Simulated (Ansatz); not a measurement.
# A workflow on C3H7F (SMILES CC(C)F)

We compute a structure relaxation (singlet C3H7F, HF/3-21G), then a geometry optimisation (singlet C3H7F, HF/3-21G), then a band of images between two shapes (singlet C3H7F, HF/3-21G), then a saddle-point search (singlet C3H7F, HF/3-21G), then vibrational wavenumbers (singlet C3H7F, HF/3-21G), then a single-point energy (singlet C3H7F, CCSD(T)/6-31G**) of C3H7F. 

The calculation is run with Ansatz 0.2.0.

7 further runs of the same task are left out: 7 for a known fault of the program.

## (1) The structure to begin with

The species is C3H7F (11 atoms), meant as a singlet with charge 0. SMILES: `CC(C)F`. The shape is that of a PBE0-D4/def2-TZVP optimisation. The run starts from this shape.

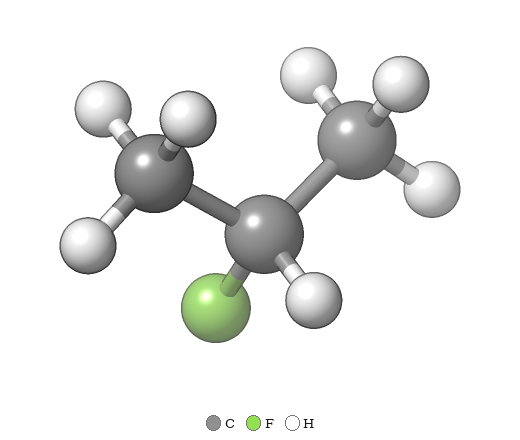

Viewed from a chosen angle; carbon grey, fluorine green, hydrogen white.

## (2) A structure relaxation at HF/3-21G (run 1)

Contents of job.yaml:

```yaml
crystal:
  periodic: [false, false, false]
  atoms:
    - symbol: C
      position_ang: [-0.234500, 1.045100, -0.703000]
    - symbol: C
      position_ang: [-0.479600, -0.306600, -0.081300]
    - symbol: C
      position_ang: [0.626400, -0.766200, 0.834700]
    - symbol: F
      position_ang: [-0.614100, -1.242400, -1.108400]
    - symbol: H
      position_ang: [-1.041900, 1.303400, -1.390000]
    - symbol: H
      position_ang: [-0.180600, 1.814100, 0.071000]
    - symbol: H
      position_ang: [0.707700, 1.043900, -1.256000]
    - symbol: H
      position_ang: [-1.436600, -0.307200, 0.453700]
    - symbol: H
      position_ang: [1.578500, -0.788700, 0.299400]
    - symbol: H
      position_ang: [0.417300, -1.766700, 1.216600]
    - symbol: H
      position_ang: [0.722800, -0.085600, 1.683800]
basis:
  gaussian: {orbitals: 3-21G.json}
hamiltonian: {xc: hf}
relax: {}
```

The basis set 3-21G is read from a file made from the Basis Set Exchange's data (not shown).

Launch:

```
$ ansatz run job.yaml --threads 1 --pin off --max-ram 2610MiB --events-out events.jsonl --progress --plain --runs-dir runs
```

The log of the run:

```text
Warning: RAYON_NUM_THREADS=1 ignored (pool sized by the plan → 1); use --threads N
The last accepted step is kept in runs//last_step.txt (removed where the run ends without a failure and the disk answers)
[... 43 lines left out ...]
Total energy: -5875.92252880 eV, -215.9361700900 hartree
[... 11 lines left out ...]
Dipole moment:     0.061058     0.312688     0.334133 e Å
```

Wall time 2.7 s (1 thread of Arm Neoverse V2, shared host); peak memory 0.11 GiB.

The path in brief:

| step | energy from the first frame kept (eV) | largest force (eV/Å) |
| --- | --- | --- |
| 1 | 0.0000 | 1.1776 |
| 2 | -0.0275 | 0.3963 |
| 3 | -0.0307 | 0.0492 |
| 4 | -0.0310 | 0.0354 |
| 5 | -0.0310 | 0.0078 |

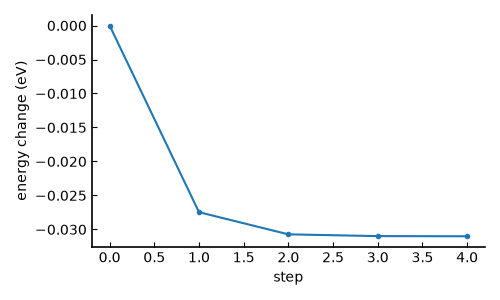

Energy along the run.

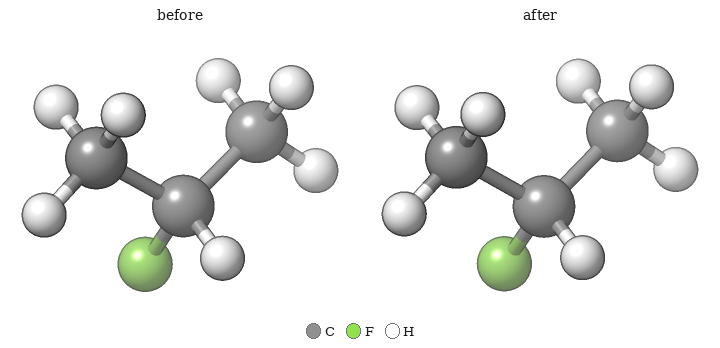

Before and after, at one scale.

After the run. Bond lengths: C1–C2 1.522 Å, C2–C3 1.522 Å, C2–F4 1.416 Å, C1–H5 1.083 Å, C1–H6 1.083 Å, C1–H7 1.083 Å, C2–H8 1.080 Å, C3–H9 1.083 Å, C3–H10 1.083 Å, C3–H11 1.083 Å. Some angles: C1–C2–C3 113.1°, C1–C2–F4 107.7°, C3–C2–F4 107.7°, C1–C2–H8 110.3°, C3–C2–H8 110.3°, F4–C2–H8 107.3°, C2–C1–H5 110.2°, C2–C1–H6 110.4°, C2–C1–H7 109.8°, C2–C3–H9 109.8°.

## (3) Rotamer: a geometry optimisation at HF/3-21G (run 2)

Contents of run.yaml:

```yaml
crystal:
  periodic: [false, false, false]
  atoms:
    - {symbol: C, position_ang: [-0.234500, 1.045100, -0.703000]}
    - {symbol: C, position_ang: [-0.479600, -0.306600, -0.081300]}
    - {symbol: C, position_ang: [0.626400, -0.766200, 0.834700]}
    - {symbol: F, position_ang: [-0.614100, -1.242400, -1.108400]}
    - {symbol: H, position_ang: [0.703829, 1.046697, -1.259884]}
    - {symbol: H, position_ang: [-1.044506, 1.298412, -1.390797]}
    - {symbol: H, position_ang: [-0.183190, 1.815352, 0.070065]}
    - {symbol: H, position_ang: [-1.436600, -0.307200, 0.453700]}
    - {symbol: H, position_ang: [1.578500, -0.788700, 0.299400]}
    - {symbol: H, position_ang: [0.417300, -1.766700, 1.216600]}
    - {symbol: H, position_ang: [0.722800, -0.085600, 1.683800]}
basis:
  gaussian:
    orbitals: 3-21G.json
hamiltonian:
  xc: hf
relax: {}
```

The basis set 3-21G is read from a file made from the Basis Set Exchange's data (not shown).

Launch:

```
$ ansatz run run.yaml --threads 1 --pin off --max-ram 2610MiB --events-out events.jsonl --progress --plain --runs-dir runs
```

The log of the run:

```text
Warning: RAYON_NUM_THREADS=1 ignored (pool sized by the plan → 1); use --threads N
[... 1 set-up line as earlier in the session ...]
[... 43 lines left out ...]
Total energy: -5875.92252823 eV, -215.9361700691 hartree
[... 11 lines left out ...]
Dipole moment:     0.060975     0.312859     0.334007 e Å
```

Run time: 2.8 s. Hardware: 1 thread of Arm Neoverse V2, shared host; peak memory 0.11 GiB.

The path in brief:

```csv
step,energy from the first frame kept (eV),largest force (eV/Å)
1,0.0000,1.1586
2,-0.0274,0.4014
3,-0.0307,0.0512
4,-0.0309,0.0351
5,-0.0309,0.0073
```

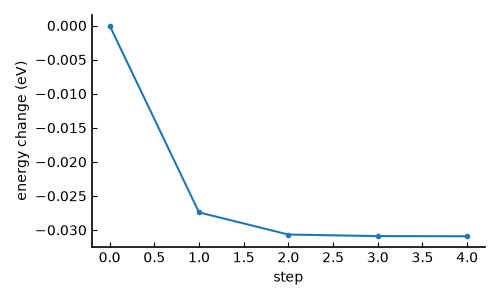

Energy along the run.

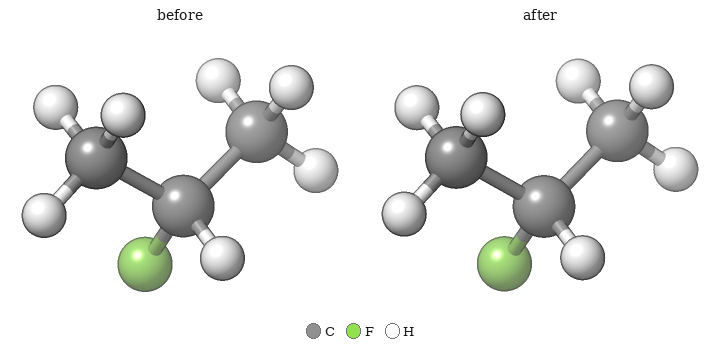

Before and after, at one scale.

After the run. Bond lengths: C1–C2 1.522 Å, C2–C3 1.522 Å, C2–F4 1.416 Å, C1–H5 1.083 Å, C1–H6 1.083 Å, C1–H7 1.083 Å, C2–H8 1.080 Å, C3–H9 1.083 Å, C3–H10 1.083 Å, C3–H11 1.083 Å. Some angles: C1–C2–C3 113.1°, C1–C2–F4 107.7°, C3–C2–F4 107.7°, C1–C2–H8 110.3°, C3–C2–H8 110.3°, F4–C2–H8 107.3°, C2–C1–H5 109.8°, C2–C1–H6 110.2°, C2–C1–H7 110.4°, C2–C3–H9 109.8°.

## (4) A band of images between two shapes at HF/3-21G (run 3)

Contents of run.yaml:

```yaml
crystal:
  periodic: [false, false, false]
  atoms:
    - {symbol: C, position_ang: [-0.235880, 1.054865, -0.701199]}
    - {symbol: C, position_ang: [-0.493755, -0.307948, -0.075009]}
    - {symbol: C, position_ang: [0.629382, -0.765546, 0.844252]}
    - {symbol: F, position_ang: [-0.602991, -1.251428, -1.125185]}
    - {symbol: H, position_ang: [-1.033403, 1.307258, -1.388460]}
    - {symbol: H, position_ang: [-0.177269, 1.817205, 0.065281]}
    - {symbol: H, position_ang: [0.696695, 1.034614, -1.251484]}
    - {symbol: H, position_ang: [-1.435180, -0.305731, 0.454681]}
    - {symbol: H, position_ang: [1.563719, -0.789637, 0.297121]}
    - {symbol: H, position_ang: [0.425114, -1.761332, 1.216753]}
    - {symbol: H, position_ang: [0.728968, -0.089220, 1.683749]}
basis:
  gaussian:
    orbitals: 3-21G.json
hamiltonian:
  xc: hf
neb:
  images: 5
  max_iterations: 60
  final_atoms:
    - {symbol: C, position_ang: [-0.237766, 1.054365, -0.701986]}
    - {symbol: C, position_ang: [-0.494387, -0.308413, -0.075203]}
    - {symbol: C, position_ang: [0.629459, -0.764890, 0.843760]}
    - {symbol: F, position_ang: [-0.603387, -1.252356, -1.125010]}
    - {symbol: H, position_ang: [0.694779, 1.034708, -1.252335]}
    - {symbol: H, position_ang: [-1.035581, 1.305757, -1.389266]}
    - {symbol: H, position_ang: [-0.179741, 1.817072, 0.064176]}
    - {symbol: H, position_ang: [-1.435600, -0.306681, 0.454855]}
    - {symbol: H, position_ang: [1.563546, -0.788612, 0.296194]}
    - {symbol: H, position_ang: [0.426007, -1.760647, 1.216776]}
    - {symbol: H, position_ang: [0.729004, -0.088143, 1.682921]}
```

The basis set 3-21G is read from a file made from the Basis Set Exchange's data (not shown).

Launch:

```
$ ansatz run run.yaml --threads 1 --pin off --max-ram 2610MiB --events-out events.jsonl --progress --plain --runs-dir runs
```

The log of the run:

```text
Warning: RAYON_NUM_THREADS=1 ignored (pool sized by the plan → 1); use --threads N
[... 392 lines left out ...]
Total energy: -5875.77865131 eV, -215.9308826900 hartree
[... 11 lines left out ...]
Dipole moment:     0.165625     0.297242     0.309968 e Å
this run last wrote the band of iteration 8 to runs//neb_band.json
```

Run time: 26 s. Hardware: 1 thread of Arm Neoverse V2, shared host; peak memory 0.12 GiB.

## (5) Saddle: a saddle-point search at HF/3-21G (run 4)

Contents of in.yaml:

```yaml
crystal:
  periodic: [false, false, false]
  atoms:
    - {symbol: C, position_ang: [-0.253398, 1.128309, -0.594924]}
    - {symbol: C, position_ang: [-0.528110, -0.251739, 0.028405]}
    - {symbol: C, position_ang: [0.701148, -0.880839, 0.666623]}
    - {symbol: F, position_ang: [-0.964283, -1.131850, -0.994116]}
    - {symbol: H, position_ang: [-0.437930, 1.051531, -1.658122]}
    - {symbol: H, position_ang: [-0.904617, 1.890424, -0.186247]}
    - {symbol: H, position_ang: [0.773218, 1.437963, -0.444357]}
    - {symbol: H, position_ang: [-1.329491, -0.191531, 0.748677]}
    - {symbol: H, position_ang: [1.486788, -0.976849, -0.073143]}
    - {symbol: H, position_ang: [0.463924, -1.866889, 1.044831]}
    - {symbol: H, position_ang: [1.058153, -0.265432, 1.482874]}
basis:
  gaussian:
    orbitals: 3-21G.json
hamiltonian:
  xc: hf
saddle:
  max_steps: 60
```

The basis set 3-21G is read from a file made from the Basis Set Exchange's data (not shown).

Launch:

```
$ ansatz run in.yaml --threads 1 --pin off --max-ram 2610MiB --events-out events.jsonl --progress --plain --runs-dir runs
```

The log of the run:

```text
Warning: RAYON_NUM_THREADS=1 ignored (pool sized by the plan → 1); use --threads N
[... 330 lines left out ...]
Total energy: -5875.77862730 eV, -215.9308818074 hartree
[... 11 lines left out ...]
Dipole moment:     0.165625     0.297241     0.309969 e Å
```

Run time: 19 s. Hardware: 1 thread of Arm Neoverse V2, shared host; peak memory 0.1 GiB.

## (6) Saddle: vibrational wavenumbers at HF/3-21G (run 5)

Contents of run.yaml:

```yaml
crystal:
  periodic: [false, false, false]
  atoms:
    - symbol: C
      position_ang: [-0.253398, 1.128309, -0.594924]
    - symbol: C
      position_ang: [-0.528110, -0.251739, 0.028405]
    - symbol: C
      position_ang: [0.701148, -0.880839, 0.666623]
    - symbol: F
      position_ang: [-0.964283, -1.131850, -0.994116]
    - symbol: H
      position_ang: [-0.437930, 1.051531, -1.658122]
    - symbol: H
      position_ang: [-0.904617, 1.890424, -0.186247]
    - symbol: H
      position_ang: [0.773218, 1.437963, -0.444357]
    - symbol: H
      position_ang: [-1.329491, -0.191531, 0.748677]
    - symbol: H
      position_ang: [1.486788, -0.976849, -0.073143]
    - symbol: H
      position_ang: [0.463924, -1.866889, 1.044831]
    - symbol: H
      position_ang: [1.058153, -0.265432, 1.482874]
basis:
  gaussian: {orbitals: 3-21G.json}
hamiltonian: {xc: hf}
phonons: {temperatures: {t_min: 300, t_max: 1500, t_step: 300}}
```

The basis set 3-21G is read from a file made from the Basis Set Exchange's data (not shown).

Launch:

```
$ ansatz run run.yaml --threads 1 --pin off --max-ram 2610MiB --events-out events.jsonl --progress --plain --runs-dir runs
```

The log of the run:

```text
Warning: RAYON_NUM_THREADS=1 ignored (pool sized by the plan → 1); use --threads N
[... 356 lines left out ...]
WARN: phonons: modes at or below zero, which the zero-point energy, F, S and C_V leave out: 1, the lowest at -240.19 cm⁻¹. A minimum has none, and a first-order saddle one
Total energy: -5875.77862730 eV, -215.9308818074 hartree
[... 11 lines left out ...]
Dipole moment:     0.165625     0.297241     0.309969 e Å
Vibrations: -240.19 280.16 387.30 432.32 510.48 861.71 1027.33 1040.96 1078.18 1207.93 1286.95 1315.25 1508.44 1522.98 1568.71 1583.75 1654.79 1663.38 1668.42 1671.80 3209.97 3215.76 3252.83 3272.78 3279.54 3286.05 3293.31 cm⁻¹, zero-point energy 2.794671 eV
```

Wall time 21 s (1 thread of Arm Neoverse V2, shared host); peak memory 0.1 GiB.

## (7) Saddle: the energy at CCSD(T)/6-31G(d,p) (Cartesian functions) (run 6)

Contents of molecule.yaml:

```yaml
basis:
  gaussian: {orbitals: 6-31G_st__st_.json}
crystal:
  periodic: [false, false, false]
  atoms:
    - symbol: C
      position_ang: [-0.253398, 1.128309, -0.594924]
    - symbol: C
      position_ang: [-0.528110, -0.251739, 0.028405]
    - symbol: C
      position_ang: [0.701148, -0.880839, 0.666623]
    - symbol: F
      position_ang: [-0.964283, -1.131850, -0.994116]
    - symbol: H
      position_ang: [-0.437930, 1.051531, -1.658122]
    - symbol: H
      position_ang: [-0.904617, 1.890424, -0.186247]
    - symbol: H
      position_ang: [0.773218, 1.437963, -0.444357]
    - symbol: H
      position_ang: [-1.329491, -0.191531, 0.748677]
    - symbol: H
      position_ang: [1.486788, -0.976849, -0.073143]
    - symbol: H
      position_ang: [0.463924, -1.866889, 1.044831]
    - symbol: H
      position_ang: [1.058153, -0.265432, 1.482874]
correlation: {method: ccsd_t}
scf: {omitted_lower_state_checks: [cluster_reference]}
```

The basis set 6-31G** is read from a file made from the Basis Set Exchange's data (not shown).

Launch:

```
$ ansatz run molecule.yaml --threads 1 --pin off --max-ram 2610MiB --events-out events.jsonl --progress --plain --runs-dir runs
```

The log of the run:

```text
Warning: RAYON_NUM_THREADS=1 ignored (pool sized by the plan → 1); use --threads N
Functional definition: HF
  name "HF"
  exchange = exact_x
  correlation = 0
these checks for a lower state are left out or cut short: cluster_reference
927 factors; integrals over basis functions are off by at most 1.1e-3 eV
mean field evaluation 1: about -5905.9981 eV, gradient 3.0e1 eV
mean field evaluation 2: about -5906.0438 eV, gradient 3.0e1 eV
mean field evaluation 4: about -5908.2012 eV, gradient 3.4e0 eV
mean field evaluation 8: about -5908.2319 eV, gradient 1.6e-1 eV
mean field -5908.23196784 eV, -217.1235200745 hartree, gradient 9.4e-6 eV, S^2 0.000000; 0 other end points of the search recorded, 0 dependent functions left out
4 core orbitals not correlated: weight in the atoms' cores, before any rotation towards them, 1.000 or more for the frozen orbitals, at most 0.000 for the correlated occupied ones
reference -5908.23196784 eV, -217.1235200745 hartree; 13, 13 occupied and 78, 78 virtual orbitals, 927 factors
second order -16.57286692 eV of doubles, -0.00000000 eV of singles
cycle   1  -17.25623078 eV  change   -6.8e-1 eV  update   8.2e-2
cycle   2  -17.64682337 eV  change   -3.9e-1 eV  update   2.3e-2
cycle   3  -17.74220374 eV  change   -9.5e-2 eV  update   1.1e-2
cycle   4  -17.74297437 eV  change   -7.7e-4 eV  update   2.1e-3
cycle   5  -17.74295927 eV  change    1.5e-5 eV  update   7.5e-4
cycle   6  -17.74311493 eV  change   -1.6e-4 eV  update   1.9e-4
cycle   7  -17.74307134 eV  change    4.4e-5 eV  update   5.7e-5
cycle   8  -17.74305733 eV  change    1.4e-5 eV  update   1.7e-5
perturbative correction -0.45024276 eV, -0.0165461164 hartree
Total energy: -5926.42526793 eV, -217.7921115213 hartree
Checks for a lower state left out: cluster_reference
```

Wall time 10 s (1 thread of Arm Neoverse V2, shared host); peak memory 0.4 GiB.

## (8) Summary of results

```
                                                  quantity                  value
                  run 1, HF/3-21G: total energy at the end          -215.93617 Eh
                            run 1, HF/3-21G: dipole moment                 2.22 D
                          rotamer: total energy at the end          -215.93617 Eh
                                    rotamer: dipole moment                 2.22 D
                             run 3, HF/3-21G: total energy          -215.93088 Eh
                            run 3, HF/3-21G: dipole moment                 2.21 D
                    saddle, run 4: total energy at the end          -215.93088 Eh
                              saddle, run 4: dipole moment                 2.21 D
                               saddle, run 5: total energy          -215.93088 Eh
                              saddle, run 5: dipole moment                 2.21 D
                   saddle, run 5: largest force on an atom             0.008 eV/Å
                 saddle, run 5: lowest harmonic wavenumber  240i cm⁻¹ (imaginary)
                saddle, run 5: highest harmonic wavenumber              3293 cm⁻¹
                               saddle, run 6: total energy          -217.79211 Eh
saddle, run 6: correlation energy (4 core orbitals frozen)             -668.6 mEh
                             saddle, run 6: (T) correction             -16.55 mEh
                              saddle, run 6: T1 diagnostic                  0.009
```

**Reading.** The optimisation (run 1, HF/3-21G) took 4 steps and changed the energy by -0.031 eV. Mulliken charges (run 1, HF/3-21G) run from -0.62 on C1 to +0.23 on H5; they depend strongly on the basis. The optimisation (rotamer) took 4 steps and changed the energy by -0.031 eV. Mulliken charges (run 3, HF/3-21G) run from -0.65 on C1 to +0.25 on H5. Mulliken charges (saddle, run 4) run from -0.65 on C1 to +0.25 on H5. 1 mode is imaginary (lowest 240i cm⁻¹): a first-order saddle point.
